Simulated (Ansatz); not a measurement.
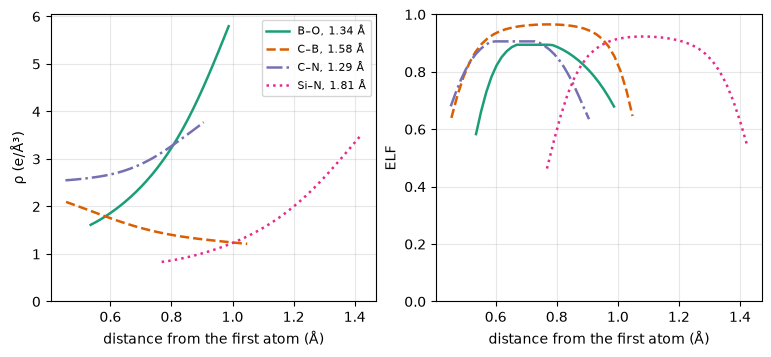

*CH4BNOSi (SMILES OB1C=N[SiH2]1). Total electron density and ELF along straight lines between neighbouring atoms. The curves leave out the atomic cores.*

Geometry: PBE0-D4/def2-TZVP.

All numbers below come from RKS PBE0-D4/def2-TZVPP in Ansatz 0.2.0.

```xyz
9

O    -0.3108    1.8219   -1.0877
B    -0.0508    0.6642   -0.4676
C     0.9949   -0.4687   -0.8232
N     0.8733   -1.3962    0.0704
Si   -0.4393   -0.6271    1.0452
H    -1.0017    2.3445   -0.6713
H     1.7317   -0.5765   -1.6302
H    -0.0290   -0.3567    2.4521
H    -1.6797   -1.4517    1.0953
```

### What kind of bonding do the profiles show?

B–O (1.34 Å): the density is about 2.2 e/Å³ at the midpoint; the ELF peaks at about 0.90 between the atoms; a polar covalent bond.
C–B (1.58 Å): ρ is about 1.4 e/Å³ halfway; the ELF peaks at about 0.95 between the atoms (a covalent bond).
C–N (1.29 Å): ρ is about 2.8 e/Å³ halfway; the ELF peaks at about 0.90 between the atoms: localised, covalent bonding.
Si–N (1.81 Å): ρ is about 1 e/Å³ halfway; the ELF peaks at about 0.90 between the atoms, as expected for a polar covalent bond.
